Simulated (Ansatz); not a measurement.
C2H6AlBFN

Input file:

```
crystal:
  periodic: [false, false, false]
  atoms:
    - {symbol: N, position_ang: [-0.598306, -0.951899, 1.080388]}
    - {symbol: C, position_ang: [0.492996, 0.115191, 0.994514]}
    - {symbol: B, position_ang: [1.072797, -0.196172, -0.468981]}
    - {symbol: C, position_ang: [0.450447, 0.726443, -1.459989]}
    - {symbol: F, position_ang: [0.429513, 0.541699, -2.812018]}
    - {symbol: Al, position_ang: [-1.045681, 0.649157, -0.013605]}
    - {symbol: H, position_ang: [-0.313823, -1.887782, 0.802962]}
    - {symbol: H, position_ang: [-1.037385, -0.994619, 1.992559]}
    - {symbol: H, position_ang: [1.119924, 0.189216, 1.875137]}
    - {symbol: H, position_ang: [1.571450, -1.254566, -0.759336]}
    - {symbol: H, position_ang: [0.458908, 1.807767, -1.226565]}
    - {symbol: H, position_ang: [-2.523740, 1.200468, 0.028933]}
basis:
  gaussian: {orbitals: def2-TZVPP}
hamiltonian: {xc: pbe0, dispersion: d4}
output: {orbitals: {seedname: orbitals}}
```

Run with:

```sh
ansatz run in.yaml --threads 4 --pin off --events-out ev --progress --plain --max-ram 10444MiB
```

Geometry: PBE0-D4/def2-TZVP.

The calculation used Ansatz, RKS PBE0-D4/def2-TZVPP.

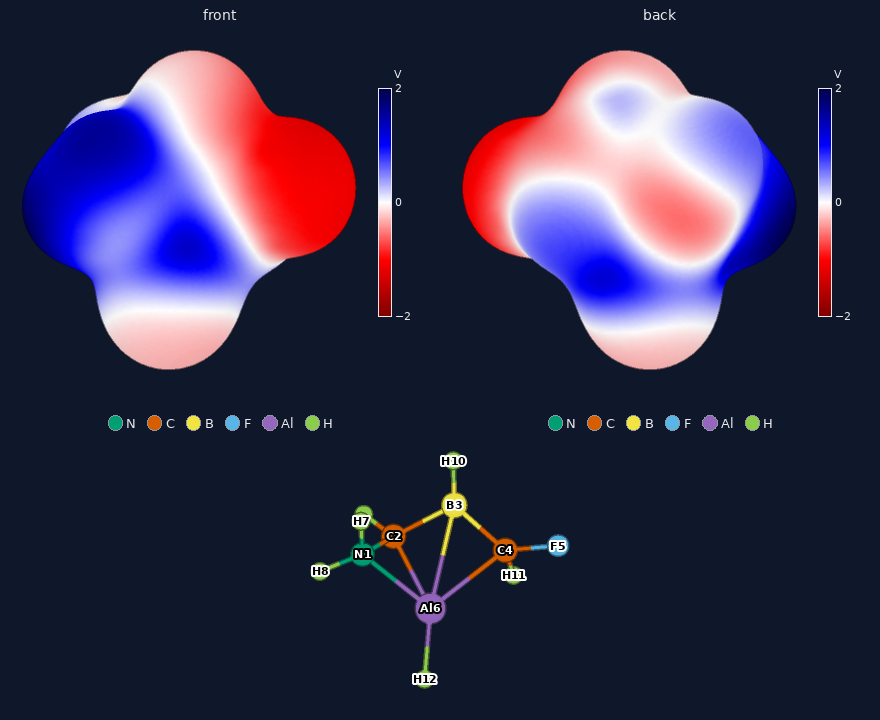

Figure 1. The electrostatic potential painted on the density surface at 0.001 e/bohr³, seen from the front and from behind; the colour scale runs from red (negative) to blue (positive). The bare structure is drawn below in the same view.

Question: Which sites attract a positive test charge, and which a negative one?

Answer: A positive charge is drawn to the negative regions and a negative charge to the positive ones. The most negative region (about −1.2 V) lies over F5, the most positive (about +2.0 V) over H8.

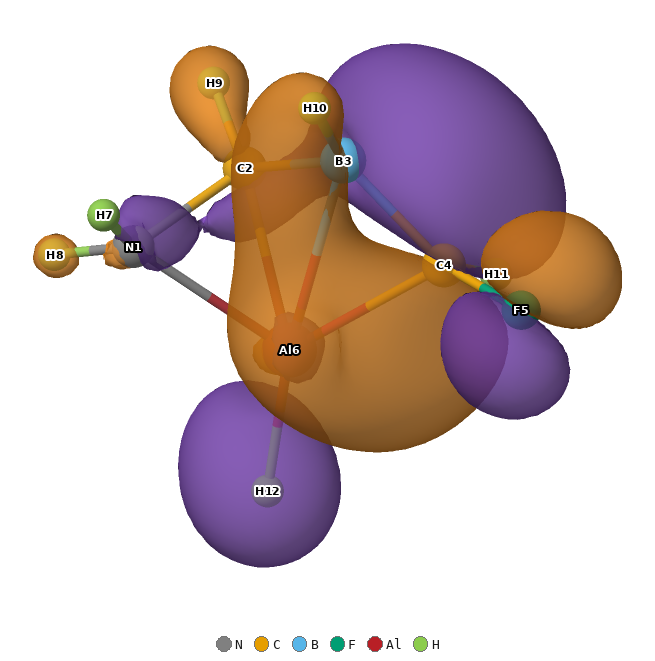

Figure 2. The HOMO−1 at ±0.08 Å⁻³ᐟ² (orange and purple are the two phases), seen at a tilt.

Question: Where does this orbital lie, and at what energy?

Answer: Its weight (Hirshfeld) is mainly on C4 (about 35 %), B3 (about 20 %), F5 (about 15 %) and Al6 (about 15 %). Its energy is −6.95 eV.

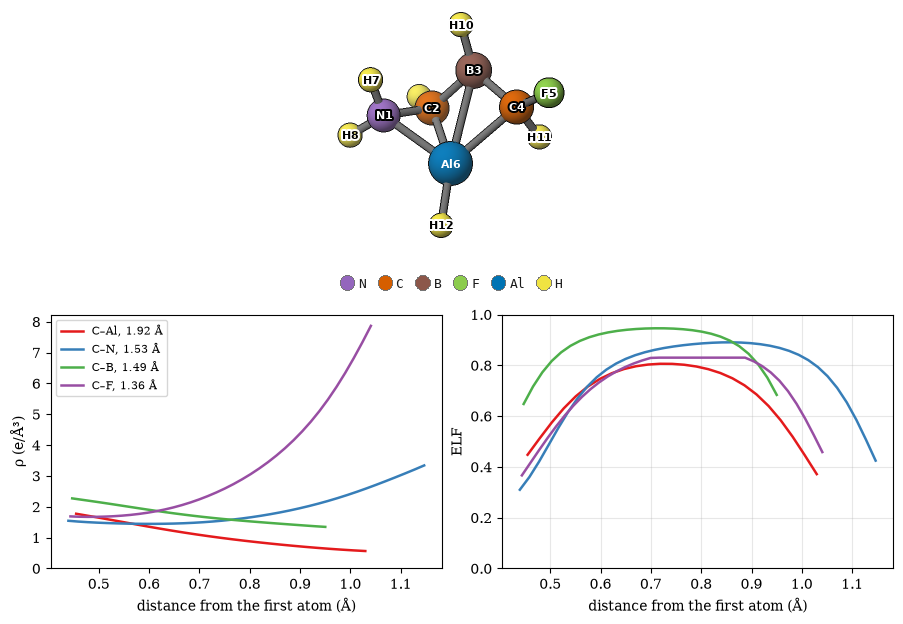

Figure 3. Electron density and electron localisation function along straight lines between neighbouring atoms. The curves leave out the atomic cores. The structure is drawn too.

Question: What can be read from the curves?

Answer: C–Al (1.92 Å): ρ at the midpoint is about 0.64 e/Å³; the ELF peaks at about 0.80 in the valence shell of C, 0.7 Å from its nucleus, and is about 0.60 at the midpoint.
C–N (1.53 Å): the density is about 1.6 e/Å³ at the midpoint; the ELF peaks at about 0.90 between the atoms: a shared electron pair.
C–B (1.49 Å): the density is about 1.6 e/Å³ at the midpoint; the ELF peaks at about 0.95 between the atoms; a covalent bond.
C–F (1.36 Å): ρ at the midpoint is about 2.1 e/Å³, with its minimum of 1.7 e/Å³ about 0.5 Å from C; the ELF peaks at about 0.85 between the atoms (a shared but strongly polarised pair).
